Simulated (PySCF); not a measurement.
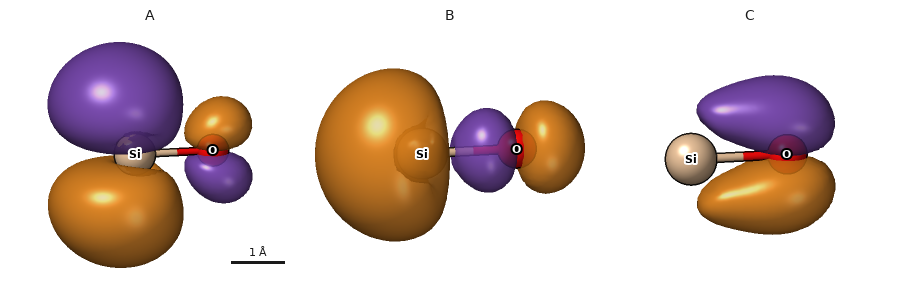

SiO (charge +1, doublet). Three frontier α-spin orbitals, each drawn at the value that holds 80 % of its norm (orange and purple are the two phases), in no order; of a degenerate pair one member is drawn.

Method: PBE0/def2-TZVPPD, non-relativistic Hamiltonian with scalar-relativistic core potentials where named, at a bond length of 1.521 Å in PySCF.

> Label each orbital by symmetry, say whether it is occupied, and order them by energy.

Orbital B: σ, occupied in this spin, −18.30 eV; mainly on Si (70 %).
Orbital C: π, occupied in this spin, −18.18 eV; mainly on O (80 %).
Orbital A: π, empty in this spin, −9.93 eV; mainly on Si (85 %).
